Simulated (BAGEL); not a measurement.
**One shape, several levels: doublet H3NO+**

We compute a comparison of 3 runs (UHF/STO-3G, UHF/3-21G, ROHF/6-31G*) of doublet H3NO+. 

The calculation is run with BAGEL 1.2.2.

2 further runs of the same task are left out: 2 set aside as unsound or not needed.

### 1 The molecule

H3NO+ has 5 atoms, charge +1, and is taken as a doublet. SMILES of the parent species: `NO`. Geometry: relaxed at PBE0-D4/def2-TZVP. This is one conformer, not always the lowest. That shape belongs to the parent species and isn't relaxed for this state.

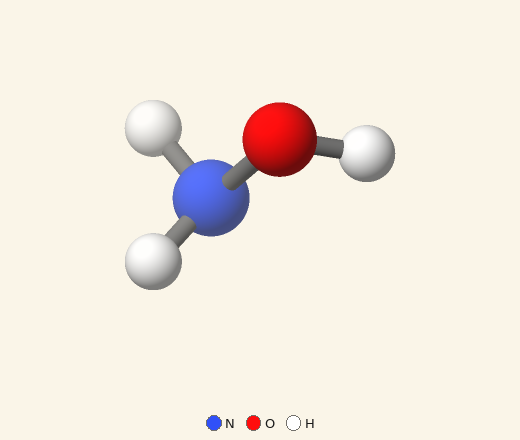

Viewed from a chosen angle; nitrogen blue, oxygen red, hydrogen white.

### 2 A single-point energy at UHF/STO-3G (density fitting with cc-pvqz-jkfit) (run 1)

File input.json:

```json
{ "bagel": [

{
  "title": "molecule",
  "basis": "sto-3g",
  "df_basis": "cc-pvqz-jkfit",
  "angstrom": true,
  "geometry": [
    { "atom": "N", "xyz": [   -0.165120,   -0.361290,   -0.321170 ] },
    { "atom": "O", "xyz": [    0.364460,    0.666040,    0.508060 ] },
    { "atom": "H", "xyz": [   -0.162690,   -1.190020,    0.266770 ] },
    { "atom": "H", "xyz": [   -1.141650,   -0.109840,   -0.446210 ] },
    { "atom": "H", "xyz": [    1.105010,    0.995100,   -0.007440 ] }
  ]
},
{ "title": "uhf", "charge": 1, "nopen": 1 },
{ "title": "print", "file": "orbitals.molden", "orbitals": true }

]}
```

On the command line:

```console
$ BAGEL_NUM_THREADS=1 BAGEL input.json > input.out
```

What it wrote:

```text
* using 1 threads per process

  ===============================================================
  ===============================================================

  *** Geometry ***

  { "atom" : "N", "xyz" : [     -0.312032,     -0.682739,     -0.606923 ] },
  { "atom" : "O", "xyz" : [      0.688730,      1.258633,      0.960094 ] },
  { "atom" : "H", "xyz" : [     -0.307440,     -2.248812,      0.504122 ] },
  { "atom" : "H", "xyz" : [     -2.157406,     -0.207568,     -0.843215 ] },
  { "atom" : "H", "xyz" : [      2.088166,      1.880466,     -0.014060 ] },

  Number of auxiliary basis functions:      365

  Since a DF basis is specified, we compute 2- and 3-index integrals:
    o Being stored without compression. Storage requirement is 0.000 GB

  Number of basis functions:       13
  Number of electrons      :       18

    * METHOD: MOLECULE                             0.06

  *** Open-shell HF ***

  === Nuclear Repulsion ===
    39.5936663937

      * DIIS with orbital gradients will be used.

  === UHF iteration (sto-3g) ===
      0       -128.90801583          0.07412745           0.00
      1       -128.96472306          0.03019012           0.00
      2       -128.97743194          0.01514004           0.00
[... 15 lines of this table left out ...]
     18       -128.98282894          0.00000001           0.00
    * SCF iteration converged.

    * S^2 (UHF) is 0.7602

    * Permanent dipole moment:
           (    0.258094,     0.588840,     0.535669) a.u.

    * METHOD: UHF                                  0.09

    * METHOD: PRINT                                0.00

  ===============================================================
```

It took 0.3 s on 1 thread of Arm Neoverse V2, shared host.

### 3 The energy at UHF/3-21G (density fitting with cc-pvqz-jkfit) (run 2)

File calc.json:

```json
{ "bagel" : [

{
  "title" : "molecule",
  "basis" : "3-21g",
  "df_basis" : "cc-pvqz-jkfit",
  "angstrom" : true,
  "geometry" : [
    { "atom" : "N", "xyz" : [      -0.165120,      -0.361290,      -0.321170 ] },
    { "atom" : "O", "xyz" : [       0.364460,       0.666040,       0.508060 ] },
    { "atom" : "H", "xyz" : [      -0.162690,      -1.190020,       0.266770 ] },
    { "atom" : "H", "xyz" : [      -1.141650,      -0.109840,      -0.446210 ] },
    { "atom" : "H", "xyz" : [       1.105010,       0.995100,      -0.007440 ] }
  ]
},

{ "title" : "uhf", "charge" : 1, "nopen" : 1 },

{ "title" : "print", "file" : "orbitals.molden", "orbitals" : true }

]}
```

On the command line:

```console
$ BAGEL_NUM_THREADS=1 BAGEL calc.json > calc.out
```

What it wrote:

```text
* using 1 threads per process

  ===============================================================
  ===============================================================

  *** Geometry ***

  { "atom" : "N", "xyz" : [     -0.312032,     -0.682739,     -0.606923 ] },
  { "atom" : "O", "xyz" : [      0.688730,      1.258633,      0.960094 ] },
  { "atom" : "H", "xyz" : [     -0.307440,     -2.248812,      0.504122 ] },
  { "atom" : "H", "xyz" : [     -2.157406,     -0.207568,     -0.843215 ] },
  { "atom" : "H", "xyz" : [      2.088166,      1.880466,     -0.014060 ] },

  Number of auxiliary basis functions:      365

  Since a DF basis is specified, we compute 2- and 3-index integrals:
    o Being stored without compression. Storage requirement is 0.002 GB

  Number of basis functions:       24
  Number of electrons      :       18

    * METHOD: MOLECULE                             0.06

  *** Open-shell HF ***

  === Nuclear Repulsion ===
    39.5936663937

      * DIIS with orbital gradients will be used.

  === UHF iteration (3-21g) ===
      0       -129.84127346          0.06626850           0.01
      1       -129.89178576          0.04323256           0.01
      2       -129.90539798          0.03124238           0.01
[... 19 lines of this table left out ...]
     22       -129.91732137          0.00000001           0.01
    * SCF iteration converged.

    * S^2 (UHF) is 0.7602

    * Permanent dipole moment:
           (    0.277068,     0.733552,     0.728381) a.u.

    * METHOD: UHF                                  0.16

    * METHOD: PRINT                                0.00

  ===============================================================
```

Wall time 0.38 s (1 thread of Arm Neoverse V2, shared host).

### 4 The energy at ROHF/6-31G(d) (density fitting with cc-pvqz-jkfit, spherical functions) (run 3)

Edit calc.json of step 3 so:

```diff
@@ -4,5 +4,5 @@
   "title" : "molecule",
-  "basis" : "3-21g",
+  "basis" : "6-31gs.json",
   "df_basis" : "cc-pvqz-jkfit",
-  "angstrom" : true,
+  "angstrom" : "true",
   "geometry" : [
@@ -16,5 +16,5 @@
 
-{ "title" : "uhf", "charge" : 1, "nopen" : 1 },
+{ "title" : "rohf", "charge" : 1, "nopen" : 1 },
 
-{ "title" : "print", "file" : "orbitals.molden", "orbitals" : true }
+{ "title" : "print", "file" : "orbitals.molden", "orbitals" : "true" }
```

The basis set 6-31G* is read from a file made from the Basis Set Exchange's data (not shown).

On the command line:

```console
$ BAGEL_NUM_THREADS=1 BAGEL calc.json > calc.out
```

What it wrote:

```text
* using 1 threads per process

  ===============================================================
  ===============================================================

  *** Geometry ***

  { "atom" : "N", "xyz" : [     -0.312032,     -0.682739,     -0.606923 ] },
  { "atom" : "O", "xyz" : [      0.688730,      1.258633,      0.960094 ] },
  { "atom" : "H", "xyz" : [     -0.307440,     -2.248812,      0.504122 ] },
  { "atom" : "H", "xyz" : [     -2.157406,     -0.207568,     -0.843215 ] },
  { "atom" : "H", "xyz" : [      2.088166,      1.880466,     -0.014060 ] },

  Number of auxiliary basis functions:      365

  Since a DF basis is specified, we compute 2- and 3-index integrals:
    o Being stored without compression. Storage requirement is 0.003 GB

  Number of basis functions:       34
  Number of electrons      :       18

    * METHOD: MOLECULE                             0.07

  *** Open-shell HF ***

  === Nuclear Repulsion ===
    39.5936663937

      * DIIS with orbital gradients will be used.

  === ROHF iteration (6-31gs.json) ===
      0       -130.54342725          0.05571849           0.01
      1       -130.59409908          0.03386360           0.01
      2       -130.60805917          0.02708383           0.01
[... 15 lines of this table left out ...]
     18       -130.62649690          0.00000001           0.01
    * SCF iteration converged.

    * S^2 (ROHF) is 0.7500

    * Permanent dipole moment:
           (    0.305362,     0.755975,     0.723869) a.u.

    * METHOD: ROHF                                 0.23

    * METHOD: PRINT                                0.00

  ===============================================================
```

It took 0.44 s on 1 thread of Arm Neoverse V2, shared host.

### 5 The series

```csv
run,level,energy (Eh),⟨S²⟩,wall time
1,UHF/STO-3G (density fitting with cc-pvqz-jkfit),-128.982829,0.760,0.3 s
2,UHF/3-21G (density fitting with cc-pvqz-jkfit),-129.917321,0.760,0.38 s
3,"ROHF/6-31G* (density fitting with cc-pvqz-jkfit, spherical functions)",-130.626497,0.750,0.44 s
```

### 6 Outcome

| quantity | value |
| --- | --- |
| run 3: total energy | -130.62650 Eh |
| run 3: ⟨S²⟩ | 0.750 |

What this shows: In run 1 the basis is minimal, so the values are rough. All runs together took 1.1 s, the longest 0.44 s.
